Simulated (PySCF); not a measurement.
Al(Me)(Et)2, SMILES C[CH2][Al]([CH3])[CH2]C (C₅H₁₃Al) at its GFN2-xTB optimised geometry (Å):

```
19

Al    -0.3488     0.0213     0.0000
C     -1.3457    -1.7038    -0.0264
H     -2.0509    -1.8017     0.8058
H     -0.6653    -2.5606     0.0335
H     -1.9360    -1.8378    -0.9392
C     -1.3249     1.7824     0.0000
C     -2.8300     1.6081     0.2583
H     -1.1971     2.3070    -0.9587
H     -0.9154     2.4744     0.7500
H     -3.0028     1.1805     1.2454
H     -3.2708     0.9340    -0.4756
H     -3.3592     2.5606     0.2042
C      1.6628     0.0213     0.0000
C      2.2701     1.4249     0.1539
H      2.0441    -0.4248    -0.9309
H      2.0587    -0.6256     0.7966
H      1.9927     1.8589     1.1138
H      1.9037     2.0894    -0.6283
H      3.3592     1.3991     0.0954
```

Computed with PBE0/def2-SVP (PySCF). Cells within 0.4 Å of a nucleus heavier than hydrogen are left out (blank, or x).

Map of the HOMO amplitude (bohr^(-3/2)), clipped to [-0.25, 0.25] on the plane z = 0.0 Å; orbital energy -6.90 eV, overall sign arbitrary:

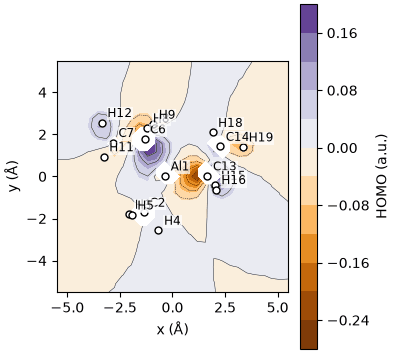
*HOMO amplitude (bohr^(-3/2)), clipped to [-0.25, 0.25] on the plane z = 0.0 Å.*
